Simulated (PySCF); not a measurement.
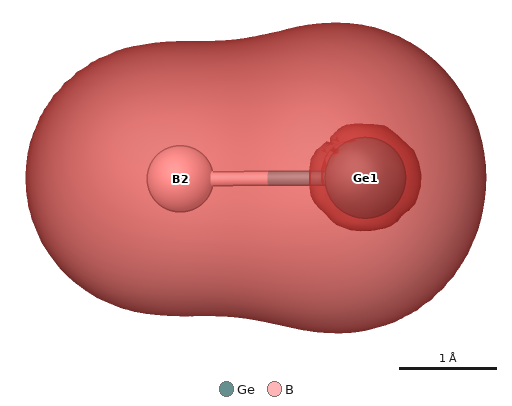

*GeB (quartet). Isosurfaces of the spin density (α minus β) at +0.03 (red) and −0.03 e/Å³ (blue), seen from one side.*

Method: PBE0/x2c-SVPall, spin-free X2C-1e, Gaussian nucleus, at a bond length of 1.979 Å in PySCF.

**Describe the spin distribution.**

The unpaired spin (3 electrons) lies mostly on B2 (about 1.6) and Ge1 (about 1.4), in electrons by Hirshfeld's partition.
